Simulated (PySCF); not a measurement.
## Electronic structure of C6H7NO in real space

Input

```
{"job": {"xc": "PBE0", "basis": "pcSseg-1", "kind": "nmr", "pop": true}, "charge": 0, "multiplicity": 1}
N      2.657853     0.005085     1.560969
C      1.923152     0.190469     0.705230
C      0.986694     0.402910    -0.371001
C      0.262086    -0.909558    -0.751529
C     -0.977101    -0.977259     0.153040
C     -1.316489     0.476926     0.404030
O     -1.267750     1.297999    -0.730827
C     -0.148672     1.304771     0.103475
H      1.522741     0.831784    -1.223183
H      0.908372    -1.777747    -0.632547
H     -0.049490    -0.842128    -1.793574
H     -1.794119    -1.517058    -0.323305
H     -0.747093    -1.452740     1.108051
H     -2.046782     0.742193     1.157500
H      0.082184     2.232342     0.611759
```

Launched as:

```sh
OMP_NUM_THREADS=1 python ens_run.py task.json out
```

Geometry: GFN2-xTB.

All numbers below come from PBE0/pcSseg-1, SCF density, gas phase, non-relativistic in PySCF.

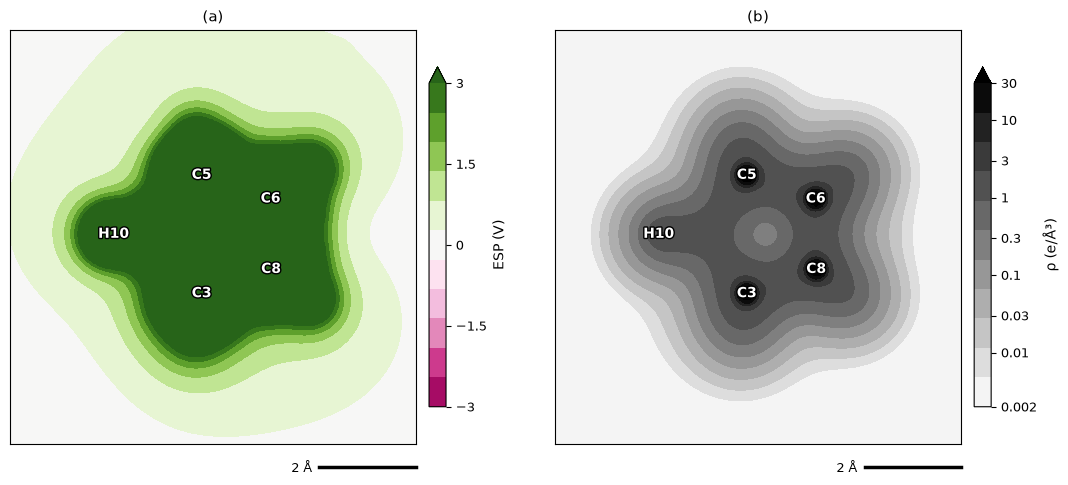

Figure 1. (a) electrostatic potential; (b) total electron density on the plane of atoms C5, C6 and C8.

Question: What does the map show?

Answer: The plane passes through C and H nuclei.
C–C (1.46 Å): the density is about 1.7 e/Å³ at the midpoint.
C–C (1.51 Å): ρ is about 1.7 e/Å³ halfway.
The potential has no marked negative region in this plane.

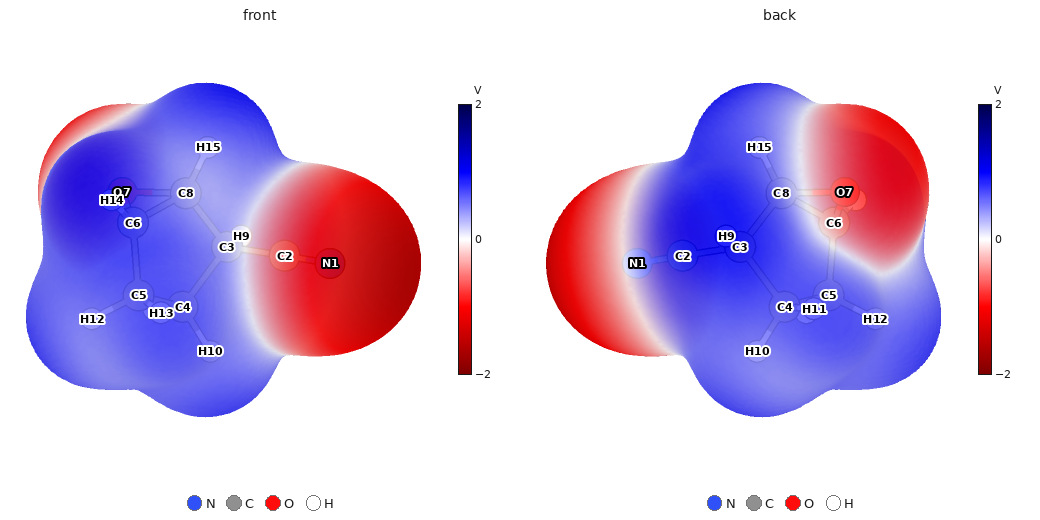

Figure 2. The molecular electrostatic potential painted on the density surface at 0.001 e/bohr³, seen from the front and from behind; the colour scale runs from red (negative) to blue (positive).

Question: Describe the electrostatic potential map.

Answer: The most negative region (about −1.6 V) lies over N1, the most positive (about +1.0 V) over H9. N1 is the likeliest acceptor of a hydrogen bond.

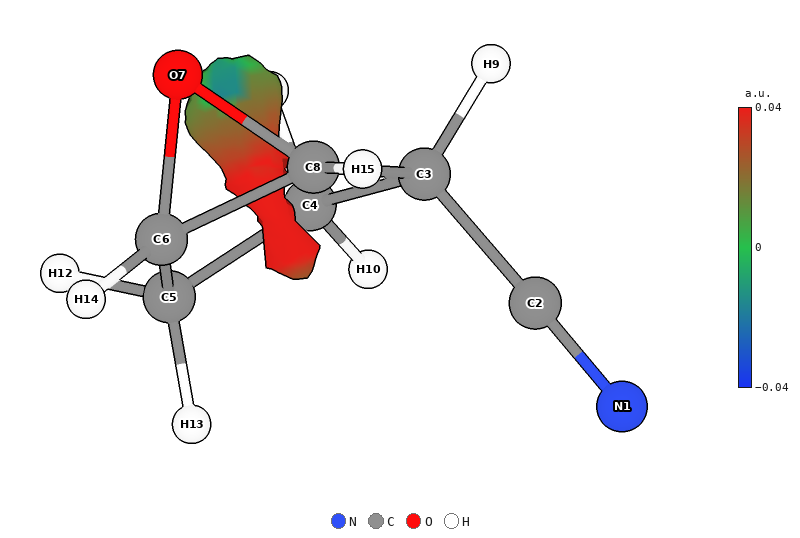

Figure 3. Non-covalent interaction (NCI) plot: the surface where the reduced density gradient is 0.6, for densities under 0.05 a.u., coloured by sign(λ₂)ρ; seen from one side.

Question: What holds or crowds the atoms apart from the covalent bonds?

Answer: Inside the ring or cage of C3, C4, C5, C6, O7 and C8: steric crowding (red).
